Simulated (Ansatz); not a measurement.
# Tungsten, diamond: r²SCAN0 after r²SCAN, part 2 of 2

How do the levels change when part of the exchange is made exact, and what does it cost? Spin polarisation is left out. The cell comes from an earlier r²SCAN relaxation. Exact exchange is dear, so the k-mesh is coarse, and r²SCAN is run on the same mesh for comparison.

Ansatz 0.2.0, plane waves with PAW, scalar-relativistic. The steps go on from the part before.

**3. r²SCAN0 on the coarse mesh**

The run with r²SCAN0.

Input file input.yaml:

```yaml
crystal:
  lattice:
    - [0.0, 2.8958099492, 2.8958099492]
    - [2.8958099492, 0.0, 2.8958099492]
    - [2.8958099492, 2.8958099492, 0.0]
  atoms:
    - { symbol: W, position: [0.125, 0.125, 0.125] }
    - { symbol: W, position: [0.875, 0.875, 0.875] }
hamiltonian:
  xc: r2scan0
  pseudopotentials:
    kind: paw
    azcp:
      W: "pseudopotentials/W.paw.azcp"
basis:
  ecutwfc: 500
  fft_grid_basis: typed
kpoints:
  mp_grid: { grid: [5, 5, 5], shift: [0, 0, 0] }
magnetization:
  spin_polarized: false
scf:
  occupations: { method: fermi_dirac, width: 0.1 }
```

Started as:

```
$ ansatz run input.yaml --threads 4 --pin off --max-ram 8192MiB --backend cpu --events-out ev --progress --plain --runs-dir out
```

Log:

```text
Warning: RAYON_NUM_THREADS=4 ignored (pool sized by the plan → 4); use --threads N
Engine: ansatz 0.2.0, aarch64-unknown-linux-gnu
Pseudopotentials: kind: paw
Pseudopotential: W, paw, valence charge 14, recommended cutoff 500 eV (meta_gga), <dir>
Functional definition: r2SCAN0
  parameter a = 0.25
  parameter k0 = 0.174
  parameter k1 = 0.065
  parameter a1 = 4.9479
  exchange = (1 - a)*r2scan_x(k0 = k0, k1 = k1, a1 = a1) + a*exact_x
  correlation = r2scan_c
Crystal: 2 atoms, lattice volume = 48.567 Å³
Basis set: ecut = 500 eV, 1243 PW (Γ), exchange–correlation on 120×120×120 points (64 copies of the dense FFT grid, shifted against one another)
Bands: 18, of which v1, the nominal top of the filled ones, is band 14 counted from 1 (13 counted from 0)
Symmetry: 48 space group operations
Space group: Fd-3m (ITA 227), of the structure as read, at distance tolerance 3.6e-5 Å
k-points: 10 of 125
Non-local potential: W, projectors of the file, l = 0: 3, l = 1: 2, l = 2: 2, l = 3: 1
PAW form: soft (Blöchl's): semilocal exchange-correlation on the pseudo side does not see the compensation charge
PAW frozen core: W, regenerated for the run's functional, and the local potential with it (the file was generated under x = pbe(κ = 0.804, μ = 0.2195149727645171), c = pbe(β = 0.06672455060314922))
PAW one-centre angular grid: W, 590 points (default); XC on 160 Gauss nodes
Initial density: superposition of atomic densities (neutral atoms: chi_scale 0, normalization atom), corrected by the library's trained network
Initial wavefunctions: pseudopotential atomic-orbital guess
Functional: x = r2scan, c = r2scan; τ floored in thin density (d = 2e-4 eV/Å³), warm-up for x = 0.75 r2scan + 0.25 exact, c = r2scan; τ floored in thin density (d = 2e-4 eV/Å³)
SCF iter   1: F=—  HF=-20788.891308 eV  |F-HF|=—  |Δ(HF+E_count)|=         —  Δρ=7.42e-3  dr2=1.24e-2  dr2_τ=4.84e-2  ethr=1.77e-3  ⟨swp⟩=5.3  Hψ=695  notcnv=0
preconditioner: auto → Kerker (q_TF=auto, 2.489 Å⁻¹)  [metal: Δε(μ)=0.040 eV  Ē_g=4.213 eV  σ=0.100 eV  W_gap=0.10  n_scr=14 (ndim 8)  ℏωp=18.5 eV  f_vac=0.000  D(μ)=3.07/eV (n_scr^D=26)]
SCF iter   2: F=—  HF=-20788.920637 eV  |F-HF|=—  |Δ(HF+E_count)|=   2.93e-2  Δρ=4.52e-3  dr2=5.75e-3  dr2_τ=2.81e-4  ethr=4.41e-5  ⟨swp⟩=3.0  Hψ=416  notcnv=0
iter 3 solved again at ethr=6.77e-7 eV; its pass at ethr=2.06e-5 eV (dr2=1.90e-4 eV) is discarded
SCF iter   3: F=—  HF=-20788.920087 eV  |F-HF|=—  |Δ(HF+E_count)|=   5.51e-4  Δρ=5.38e-4  dr2=1.83e-4  dr2_τ=8.05e-5  ethr=6.77e-7  ⟨swp⟩=3.5  Hψ=720  notcnv=0
SCF iter   4: F=—  HF=-20788.920295 eV  |F-HF|=—  |Δ(HF+E_count)|=   2.09e-4  Δρ=3.09e-4  dr2=5.08e-5  dr2_τ=2.06e-6  ethr=6.54e-7  ⟨swp⟩=3.0  Hψ=380  notcnv=0
SCF iter   5: F=—  HF=-20788.920335 eV  |F-HF|=—  |Δ(HF+E_count)|=   3.98e-5  Δρ=6.21e-5  dr2=1.37e-6  dr2_τ=9.05e-8  ethr=1.81e-7  ⟨swp⟩=3.1  Hψ=399  notcnv=0
SCF iter   6: F=—  HF=-20788.920337 eV  |F-HF|=—  |Δ(HF+E_count)|=   1.53e-6  Δρ=1.84e-5  dr2=1.71e-7  dr2_τ=1.34e-8  ethr=4.89e-9  ⟨swp⟩=3.7  Hψ=403  notcnv=0
SCF iter   7: F=—  HF=-20788.920337 eV  |F-HF|=—  |Δ(HF+E_count)|=   2.17e-7  Δρ=2.65e-6  dr2=2.39e-9  dr2_τ=1.01e-10  ethr=6.10e-10  ⟨swp⟩=3.7  Hψ=409  notcnv=0
SCF iter   8: F=-20788.920337 eV  HF=-20788.920337 eV  |F-HF|=3.93e-10  |Δ(HF+E_count)|=   7.67e-9  Δρ=6.69e-7  dr2=1.26e-10  dr2_τ=3.00e-11  ethr=8.54e-12  ⟨swp⟩=4.1  Hψ=483  notcnv=0
SCF 1 converged in 8 iterations: F = -20788.920337 eV  dr2 = 1.26e-10
Initial density: handed on by an earlier stage of this run
Initial wavefunctions: those handed on with the density
Functional: x = 0.75 r2scan + 0.25 exact, c = r2scan; τ floored in thin density (d = 2e-4 eV/Å³)
Frozen-core exchange: fock
iter 1 solved again at ethr=5.78e-5 eV; its pass at ethr=1.00e-1 eV (dr2=1.62e-2 eV) is discarded
SCF iter   1: F=—  HF=-20779.564610 eV  |F-HF|=—  |Δ(HF+E_count)|=         —  Δρ=6.57e-3  dr2=2.36e-2  dr2_τ=6.59e-3  ethr=5.78e-5  ⟨swp⟩=4.1  Hψ=847  notcnv=0
preconditioner: auto → Kerker (q_TF=auto, 2.489 Å⁻¹)  [metal: Δε(μ)=0.056 eV  Ē_g=5.481 eV  σ=0.100 eV  W_gap=0.14  n_scr=14 (ndim 8)  ℏωp=18.5 eV  f_vac=0.000  D(μ)=1.62/eV (n_scr^D=14)]
SCF iter   2: F=—  HF=-20779.557282 eV  |F-HF|=—  |Δ(HF+E_count)|=   7.33e-3  Δρ=3.37e-3  dr2=9.41e-3  dr2_τ=2.33e-4  ethr=5.78e-5  ⟨swp⟩=2.3  Hψ=330  notcnv=0
SCF iter   3: F=—  HF=-20779.555382 eV  |F-HF|=—  |Δ(HF+E_count)|=   1.90e-3  Δρ=3.95e-4  dr2=4.37e-3  dr2_τ=1.34e-5  ethr=1.87e-5  ⟨swp⟩=3.0  Hψ=478  notcnv=0
SCF iter   4: F=—  HF=-20779.555398 eV  |F-HF|=—  |Δ(HF+E_count)|=   1.54e-5  Δρ=1.22e-4  dr2=1.27e-5  dr2_τ=1.75e-6  ethr=3.28e-7  ⟨swp⟩=3.0  Hψ=373  notcnv=0
SCF iter   5: F=—  HF=-20779.555401 eV  |F-HF|=—  |Δ(HF+E_count)|=   3.16e-6  Δρ=3.16e-5  dr2=3.44e-7  dr2_τ=1.57e-7  ethr=4.52e-8  ⟨swp⟩=3.0  Hψ=416  notcnv=0
SCF iter   6: F=-20779.555401 eV  HF=-20779.555401 eV  |F-HF|=3.76e-9  |Δ(HF+E_count)|=   2.82e-9  Δρ=5.21e-6  dr2=6.20e-9  dr2_τ=1.34e-9  ethr=1.23e-9  ⟨swp⟩=3.3  Hψ=438  notcnv=0
SCF 2 converged in 6 iterations: F = -20779.555401 eV  dr2 = 6.20e-9
hybrid outer 1: dexx = +1.150e-2 eV, tail = 8.88e-3 eV
Frozen-core exchange: fock
SCF iter   1: F=—  HF=-20779.570896 eV  |F-HF|=—  |Δ(HF+E_count)|=         —  Δρ=1.16e-3  dr2=2.23e-3  dr2_τ=3.06e-5  ethr=1.58e-4  ⟨swp⟩=2.3  Hψ=364  notcnv=0
preconditioner: auto → Kerker (q_TF=auto, 2.489 Å⁻¹)  [metal: Δε(μ)=0.130 eV  Ē_g=5.491 eV  σ=0.100 eV  W_gap=0.30  n_scr=14 (ndim 8)  ℏωp=18.5 eV  f_vac=0.000  D(μ)=1.31/eV (n_scr^D=14)]
SCF iter   2: F=—  HF=-20779.575220 eV  |F-HF|=—  |Δ(HF+E_count)|=   4.32e-3  Δρ=1.08e-3  dr2=1.00e-3  dr2_τ=1.39e-5  ethr=8.15e-7  ⟨swp⟩=4.0  Hψ=457  notcnv=0
SCF iter   3: F=—  HF=-20779.575201 eV  |F-HF|=—  |Δ(HF+E_count)|=   1.90e-5  Δρ=5.90e-4  dr2=8.51e-4  dr2_τ=4.19e-6  ethr=8.15e-7  ⟨swp⟩=2.0  Hψ=327  notcnv=0
SCF iter   4: F=-20779.577273 eV  HF=-20779.577314 eV  |F-HF|=4.15e-5  |Δ(HF+E_count)|=   2.11e-3  Δρ=8.73e-4  dr2=3.21e-4  dr2_τ=2.34e-5  ethr=3.33e-7  ⟨swp⟩=4.2  Hψ=506  notcnv=0
SCF 3 stopped early in 4 iterations: F = -20779.577273 eV  dr2 = 3.21e-4
hybrid outer 2: dexx = +1.521e-2 eV, tail = inf eV, Δε = 3.93e-1 eV (about 1.13e-1 eV left of the loop's levels)
Frozen-core exchange: fock
SCF iter   1: F=—  HF=-20779.577436 eV  |F-HF|=—  |Δ(HF+E_count)|=         —  Δρ=1.51e-4  dr2=3.33e-5  dr2_τ=1.56e-6  ethr=1.27e-5  ⟨swp⟩=2.9  Hψ=375  notcnv=0
preconditioner: auto → none  [insulator: Δε(μ)=0.330 eV  Ē_g=5.506 eV  σ=0.100 eV  W_gap=0.59  n_scr=14 (ndim 8)  ℏωp=18.5 eV  f_vac=0.000  D(μ)=0.83/eV (n_scr^D=0)]
iter 2 solved again at ethr=3.59e-10 eV; its pass at ethr=2.71e-8 eV (dr2=1.01e-7 eV) is discarded
SCF iter   2: F=—  HF=-20779.577437 eV  |F-HF|=—  |Δ(HF+E_count)|=   1.24e-6  Δρ=2.44e-5  dr2=2.45e-5  dr2_τ=4.47e-8  ethr=3.59e-10  ⟨swp⟩=3.1  Hψ=825  notcnv=0
SCF iter   3: F=—  HF=-20779.577555 eV  |F-HF|=—  |Δ(HF+E_count)|=   1.18e-4  Δρ=8.93e-5  dr2=8.79e-6  dr2_τ=1.95e-7  ethr=3.58e-10  ⟨swp⟩=4.9  Hψ=637  notcnv=0
SCF iter   4: F=—  HF=-20779.577554 eV  |F-HF|=—  |Δ(HF+E_count)|=   1.24e-6  Δρ=1.36e-5  dr2=4.61e-6  dr2_τ=3.10e-8  ethr=3.58e-10  ⟨swp⟩=4.6  Hψ=549  notcnv=0
SCF iter   5: F=—  HF=-20779.577571 eV  |F-HF|=—  |Δ(HF+E_count)|=   1.74e-5  Δρ=6.96e-5  dr2=2.14e-6  dr2_τ=1.65e-7  ethr=1.96e-10  ⟨swp⟩=4.8  Hψ=642  notcnv=0
SCF iter   6: F=—  HF=-20779.577571 eV  |F-HF|=—  |Δ(HF+E_count)|=   5.77e-7  Δρ=2.58e-6  dr2=1.92e-7  dr2_τ=1.13e-9  ethr=1.96e-10  ⟨swp⟩=4.6  Hψ=556  notcnv=0
Mixer restart at iter 6: flushing history
SCF iter   7: F=—  HF=-20779.577571 eV  |F-HF|=—  |Δ(HF+E_count)|=   4.70e-7  Δρ=3.84e-6  dr2=3.87e-8  dr2_τ=6.47e-10  ethr=4.42e-12  ⟨swp⟩=4.6  Hψ=579  notcnv=0
SCF iter   8: F=—  HF=-20779.577571 eV  |F-HF|=—  |Δ(HF+E_count)|=   6.88e-8  Δρ=1.32e-6  dr2=1.05e-8  dr2_τ=1.74e-10  ethr=4.42e-12  ⟨swp⟩=4.3  Hψ=523  notcnv=0
SCF iter   9: F=—  HF=-20779.577571 eV  |F-HF|=—  |Δ(HF+E_count)|=   3.59e-8  Δρ=1.53e-6  dr2=3.80e-9  dr2_τ=2.64e-10  ethr=3.00e-12  ⟨swp⟩=3.9  Hψ=510  notcnv=0
SCF iter  10: F=-20779.577571 eV  HF=-20779.577571 eV  |F-HF|=3.64e-11  |Δ(HF+E_count)|=   3.30e-9  Δρ=5.04e-7  dr2=2.88e-10  dr2_τ=2.70e-11  ethr=3.00e-12  ⟨swp⟩=3.5  Hψ=474  notcnv=0
SCF 4 converged in 10 iterations: F = -20779.577571 eV  dr2 = 2.88e-10
hybrid outer 3: dexx = +1.754e-4 eV, tail = inf eV, Δε = 1.15e-1 eV (about 8.93e-4 eV left of the loop's levels)
Frozen-core exchange: fock
SCF iter   1: F=—  HF=-20779.577571 eV  |F-HF|=—  |Δ(HF+E_count)|=         —  Δρ=6.56e-7  dr2=1.97e-10  dr2_τ=9.58e-11  ethr=3.57e-9  ⟨swp⟩=3.0  Hψ=375  notcnv=0
preconditioner: auto → none  [insulator: Δε(μ)=0.340 eV  Ē_g=5.505 eV  σ=0.100 eV  W_gap=0.61  n_scr=14 (ndim 8)  ℏωp=18.5 eV  f_vac=0.000  D(μ)=0.83/eV (n_scr^D=0)]
SCF iter   2: F=-20779.577571 eV  HF=-20779.577571 eV  |F-HF|=1.09e-11  |Δ(HF+E_count)|=  4.69e-10  Δρ=4.17e-7  dr2=4.73e-11  dr2_τ=7.59e-12  ethr=1.00e-12  ⟨swp⟩=3.9  Hψ=499  notcnv=0
SCF 5 converged in 2 iterations: F = -20779.577571 eV  dr2 = 4.73e-11
hybrid outer 4: dexx = +4.732e-10 eV, tail = 1.45e-10 eV, Δε = 8.88e-5 eV (about 2.16e-5 eV left of the loop's levels)
Frozen-core exchange: fock
iter 1 solved again at ethr=1.19e-8 eV; its pass at ethr=1.00e-1 eV (dr2=3.33e-6 eV) is discarded
SCF iter   1: F=—  HF=-20779.577379 eV  |F-HF|=—  |Δ(HF+E_count)|=         —  Δρ=7.16e-5  dr2=4.35e-5  dr2_τ=1.88e-7  ethr=1.19e-8  ⟨swp⟩=3.6  Hψ=607  notcnv=0
preconditioner: auto → none  [insulator: Δε(μ)=0.402 eV  Ē_g=5.507 eV  σ=0.100 eV  W_gap=0.67  n_scr=14 (ndim 8)  ℏωp=18.5 eV  f_vac=0.000  D(μ)=0.78/eV (n_scr^D=0)]
iter 2 solved again at ethr=9.00e-10 eV; its pass at ethr=1.19e-8 eV (dr2=2.52e-7 eV) is discarded
SCF iter   2: F=—  HF=-20779.577528 eV  |F-HF|=—  |Δ(HF+E_count)|=   1.49e-4  Δρ=2.11e-5  dr2=1.07e-5  dr2_τ=1.69e-7  ethr=9.00e-10  ⟨swp⟩=2.0  Hψ=722  notcnv=0
SCF iter   3: F=—  HF=-20779.577567 eV  |F-HF|=—  |Δ(HF+E_count)|=   3.89e-5  Δρ=2.26e-5  dr2=1.01e-6  dr2_τ=1.67e-7  ethr=9.00e-10  ⟨swp⟩=3.9  Hψ=492  notcnv=0
SCF iter   4: F=-20779.577569 eV  HF=-20779.577569 eV  |F-HF|=1.86e-9  |Δ(HF+E_count)|=   2.62e-6  Δρ=7.20e-6  dr2=1.20e-7  dr2_τ=4.60e-9  ethr=4.90e-10  ⟨swp⟩=3.4  Hψ=387  notcnv=0
SCF 6 stopped early in 4 iterations: F = -20779.577569 eV  dr2 = 1.20e-7
hybrid outer 1: dexx = +3.671e-4 eV, tail = 2.65e-7 eV
Frozen-core exchange: fock
SCF iter   1: F=—  HF=-20779.577571 eV  |F-HF|=—  |Δ(HF+E_count)|=         —  Δρ=2.47e-6  dr2=5.10e-8  dr2_τ=1.85e-10  ethr=4.73e-9  ⟨swp⟩=3.1  Hψ=389  notcnv=0
preconditioner: auto → none  [insulator: Δε(μ)=0.342 eV  Ē_g=5.505 eV  σ=0.100 eV  W_gap=0.61  n_scr=14 (ndim 8)  ℏωp=18.5 eV  f_vac=0.000  D(μ)=0.83/eV (n_scr^D=0)]
SCF iter   2: F=-20779.577571 eV  HF=-20779.577571 eV  |F-HF|=1.71e-10  |Δ(HF+E_count)|=   1.22e-7  Δρ=1.30e-6  dr2=1.91e-8  dr2_τ=1.77e-10  ethr=1.42e-11  ⟨swp⟩=4.0  Hψ=421  notcnv=0
SCF 7 converged in 2 iterations: F = -20779.577571 eV  dr2 = 1.91e-8
hybrid outer 2: dexx = +1.981e-7 eV, tail = 3.86e-8 eV, Δε = 1.33e-3 eV (about 4.23e-4 eV left of the loop's levels)
exact exchange: an outer loop of this run ended on a state whose frontier levels can be filled otherwise, and a further loop was made from that state with electrons moved between them. It converged no lower than the two loops' stops tell apart, in 6 SCF iterations, so its state is not used
Frozen-core exchange: fock
iter 1 solved again at ethr=2.46e-6 eV; its pass at ethr=1.00e-1 eV (dr2=6.90e-4 eV) is discarded
SCF iter   1: F=—  HF=-20779.571694 eV  |F-HF|=—  |Δ(HF+E_count)|=         —  Δρ=1.01e-3  dr2=1.26e-3  dr2_τ=3.38e-5  ethr=2.46e-6  ⟨swp⟩=3.2  Hψ=574  notcnv=0
preconditioner: auto → none  [insulator: Δε(μ)=0.299 eV  Ē_g=5.504 eV  σ=0.100 eV  W_gap=0.56  n_scr=14 (ndim 8)  ℏωp=18.5 eV  f_vac=0.000  D(μ)=0.90/eV (n_scr^D=0)]
iter 2 solved again at ethr=9.16e-8 eV; its pass at ethr=2.46e-6 eV (dr2=2.56e-5 eV) is discarded
SCF iter   2: F=—  HF=-20779.572707 eV  |F-HF|=—  |Δ(HF+E_count)|=   1.01e-3  Δρ=3.54e-4  dr2=3.14e-4  dr2_τ=2.10e-5  ethr=9.16e-8  ⟨swp⟩=2.0  Hψ=721  notcnv=0
preconditioner: auto → Kerker (q_TF=auto, 2.489 Å⁻¹)  [metal: Δε(μ)=0.215 eV  Ē_g=5.503 eV  σ=0.100 eV  W_gap=0.43  n_scr=14 (ndim 8)  ℏωp=18.5 eV  f_vac=0.000  D(μ)=1.00/eV (n_scr^D=8)]
SCF iter   3: F=—  HF=-20779.573565 eV  |F-HF|=—  |Δ(HF+E_count)|=   8.58e-4  Δρ=2.57e-4  dr2=2.66e-4  dr2_τ=1.02e-6  ethr=9.16e-8  ⟨swp⟩=3.8  Hψ=416  notcnv=0
SCF iter   4: F=—  HF=-20779.574436 eV  |F-HF|=—  |Δ(HF+E_count)|=   8.70e-4  Δρ=6.92e-5  dr2=2.15e-4  dr2_τ=2.15e-7  ethr=9.16e-8  ⟨swp⟩=3.3  Hψ=458  notcnv=0
SCF iter   5: F=—  HF=-20779.575400 eV  |F-HF|=—  |Δ(HF+E_count)|=   9.64e-4  Δρ=2.16e-4  dr2=2.63e-4  dr2_τ=2.25e-6  ethr=1.47e-8  ⟨swp⟩=4.3  Hψ=567  notcnv=0
Mixer restart at iter 5: flushing history
SCF iter   6: F=—  HF=-20779.575607 eV  |F-HF|=—  |Δ(HF+E_count)|=   2.07e-4  Δρ=9.13e-4  dr2=7.65e-4  dr2_τ=4.07e-5  ethr=1.47e-8  ⟨swp⟩=4.7  Hψ=621  notcnv=0
SCF iter   7: F=—  HF=-20779.575397 eV  |F-HF|=—  |Δ(HF+E_count)|=   2.10e-4  Δρ=1.80e-4  dr2=2.72e-4  dr2_τ=1.25e-5  ethr=1.47e-8  ⟨swp⟩=4.7  Hψ=654  notcnv=0
SCF iter   8: F=—  HF=-20779.575891 eV  |F-HF|=—  |Δ(HF+E_count)|=   4.94e-4  Δρ=7.54e-5  dr2=2.49e-4  dr2_τ=3.02e-7  ethr=1.47e-8  ⟨swp⟩=3.7  Hψ=428  notcnv=0
SCF iter   9: F=—  HF=-20779.577177 eV  |F-HF|=—  |Δ(HF+E_count)|=   1.29e-3  Δρ=2.85e-4  dr2=1.32e-4  dr2_τ=2.56e-6  ethr=4.26e-9  ⟨swp⟩=4.8  Hψ=559  notcnv=0
SCF iter  10: F=—  HF=-20779.577159 eV  |F-HF|=—  |Δ(HF+E_count)|=   1.82e-5  Δρ=7.91e-5  dr2=7.14e-5  dr2_τ=7.58e-8  ethr=4.26e-9  ⟨swp⟩=4.0  Hψ=544  notcnv=0
SCF iter  11: F=—  HF=-20779.577334 eV  |F-HF|=—  |Δ(HF+E_count)|=   1.75e-4  Δρ=1.92e-4  dr2=5.66e-5  dr2_τ=1.03e-6  ethr=4.26e-9  ⟨swp⟩=4.6  Hψ=531  notcnv=0
SCF iter  12: F=-20779.577327 eV  HF=-20779.577327 eV  |F-HF|=3.33e-8  |Δ(HF+E_count)|=   6.94e-6  Δρ=1.96e-5  dr2=3.12e-5  dr2_τ=3.26e-9  ethr=4.26e-9  ⟨swp⟩=4.0  Hψ=540  notcnv=0
SCF 8 stopped early in 12 iterations: F = -20779.577327 eV  dr2 = 3.12e-5
hybrid outer 1: dexx = +4.459e-2 eV, tail = 2.13e-4 eV
Frozen-core exchange: fock
SCF iter   1: F=—  HF=-20779.577547 eV  |F-HF|=—  |Δ(HF+E_count)|=         —  Δρ=2.81e-5  dr2=6.88e-6  dr2_τ=3.44e-8  ethr=1.14e-6  ⟨swp⟩=2.2  Hψ=363  notcnv=0
preconditioner: auto → none  [insulator: Δε(μ)=0.363 eV  Ē_g=5.506 eV  σ=0.100 eV  W_gap=0.64  n_scr=14 (ndim 8)  ℏωp=18.5 eV  f_vac=0.000  D(μ)=0.81/eV (n_scr^D=0)]
SCF iter   2: F=—  HF=-20779.577563 eV  |F-HF|=—  |Δ(HF+E_count)|=   1.63e-5  Δρ=1.79e-5  dr2=2.35e-6  dr2_τ=1.46e-8  ethr=2.71e-9  ⟨swp⟩=3.5  Hψ=387  notcnv=0
SCF iter   3: F=—  HF=-20779.577571 eV  |F-HF|=—  |Δ(HF+E_count)|=   8.01e-6  Δρ=1.88e-5  dr2=3.22e-7  dr2_τ=1.19e-8  ethr=1.12e-9  ⟨swp⟩=3.5  Hψ=417  notcnv=0
iter 4 solved again at ethr=1.77e-12 eV; its pass at ethr=1.06e-9 eV (dr2=4.95e-10 eV) is discarded
SCF iter   4: F=-20779.577571 eV  HF=-20779.577571 eV  |F-HF|=3.64e-11  |Δ(HF+E_count)|=   9.17e-8  Δρ=1.76e-6  dr2=2.43e-8  dr2_τ=6.04e-11  ethr=1.77e-12  ⟨swp⟩=4.1  Hψ=894  notcnv=0
SCF 9 converged in 4 iterations: F = -20779.577571 eV  dr2 = 2.43e-8
hybrid outer 2: dexx = +5.747e-5 eV, tail = 1.68e-7 eV, Δε = 2.60e-2 eV (about 2.66e-3 eV left of the loop's levels)
exact exchange: an outer loop of this run ended on a state whose frontier levels can be filled otherwise, and a further loop was made from that state with electrons moved between them. It converged no lower than the two loops' stops tell apart, in 16 SCF iterations, so its state is not used
hybrid SCF converged: 4 outer / 22 inner (+8 warm-up), last move |dexx| = 4.73e-10 eV, tail = 1.45e-10 eV
Stability not checked: this state was not tested for a lower state beside it, because the functional holds exact exchange (a hybrid, or Hartree-Fock), whose exchange loop this test does not read (fock_operator; see scf.lower_state_search)
Free energy (F): -20779.577571 eV
Frozen-core exchange: fock
Harris-Foulkes:  -20779.577571 eV  (|F-HF|=1.09e-11)
Internal energy: -20779.546376 eV  (E = F + TS)
E sigma→0 (E₀):  -20779.561973 eV
Entropy (-TS):   -0.031195 eV (-15.598 meV/atom)
Fermi energy:    12.437697 eV
--- Per-component energies (eV) ---
  E_band       = -486.109885
  E_kinetic    = 892.493396
  E_local      = -2185.728223  (includes V_loc(G=0)·N_el)
  E_nonlocal   = 14.614519
  E_hartree    = 799.300343
  E_xc         = -380.825014
  E_vxc        = -392.022475  (∫ρ·V_xc dr)
  E_exx        = -91.057822  (= α·E_x^exact, valence–valence)
  E_paw        = -17196.612792  (= ΣΔE_a)
  E_vpaw       = -251.162016  (= ΣTr[D̂ρ^β])
  E_aug_tail   = -0.000100  (compensation charges beyond the density's cutoff)
  E_vtau       = 19.210104  (kinetic-family band-sum trace: ∫τ·v_τ [+ j·A + Jᵃ·Aᵃ] dr)
  E_ewald      = -2625.055642
  E_core_change = -6.675040  (= ΣΔE_core)
  E_smearing   = -0.031195  (= −TS)
  E_closure    = -0.000000  (closes the sum)
  Σ components = -20779.577571   (vs F -20779.577571, Δ=-3.64e-12)
--- Band table (eV; the first three rows and the last of 10) ---
  k-point 0: bands = ["-66.1610", "-65.7440", "-29.0194", "-29.0194", "-29.0194", "-27.8949", "-27.8949", "-27.8949", "4.8774", "9.9013", "9.9013", "10.5412", "10.5412", "10.5412", "14.8676", "14.8676"]
  k-point 1: bands = ["-66.1325", "-65.7732", "-29.0691", "-29.0691", "-29.0203", "-27.9004", "-27.8414", "-27.8414", "5.6757", "9.5914", "9.5914", "10.4412", "11.2198", "11.2198", "13.5629", "14.8578"]
  k-point 2: bands = ["-66.0719", "-65.8352", "-29.1412", "-29.1412", "-29.0260", "-27.9062", "-27.7618", "-27.7618", "7.4542", "9.8825", "9.8825", "10.1577", "10.8442", "10.8442", "11.6578", "15.8863"]
  k-point 9: bands = ["-66.0061", "-65.9017", "-29.2970", "-29.2457", "-28.6537", "-28.2788", "-27.6519", "-27.6081", "8.6691", "8.7388", "9.4287", "10.4031", "11.6145", "12.0279", "12.7691", "14.6418"]
  guard bands above this table: 2 of the run's 18 bands. The solve was not asked for them (output.publish_guard_bands: true or output.eigenvalues: true publishes all)
```

It took 19 s on 4 threads of Arm Neoverse V1, shared host; peak memory 1.1 GiB.

**4. Side by side**

```tsv
functional	gap on the mesh	Fermi energy (eV)	SCF cycles	exchange loops	CPU time
r²SCAN	none (levels filled in part)	12.570	7	-	1.9 s
r²SCAN0	none (levels filled in part)	12.438	30	4	64 s
```

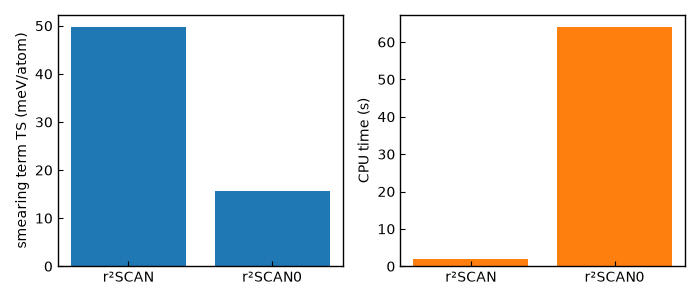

Smearing term and CPU time by functional.

**5. Summary of results**

The summary covers parts 1 to 2.

| quantity | value |
| --- | --- |
| r²SCAN: gap | none (levels filled in part) |
| r²SCAN0: gap | none (levels filled in part) |
| r²SCAN0: SCF cycles, exchange loops | 30, 4 |
| r²SCAN0: CPU time over that of r²SCAN | 33 |
| r²SCAN0: relative to bcc | +3383 meV/atom |

What this shows: Both r²SCAN and r²SCAN0 leave levels filled in part. r²SCAN0 cost 33 times the CPU time of r²SCAN. The exchange operator of r²SCAN0 was renewed in 4 outer loops. To compare with dense-mesh energies, the change of r²SCAN from this mesh and smearing to its dense run (-12.7 meV/atom, from a run not shown) is added. Under r²SCAN0 it lies 3383 meV/atom above bcc (computed apart in the same way); on such meshes a few tens of meV are uncertain for metals. The total energies in the logs cannot be compared from one functional to another.
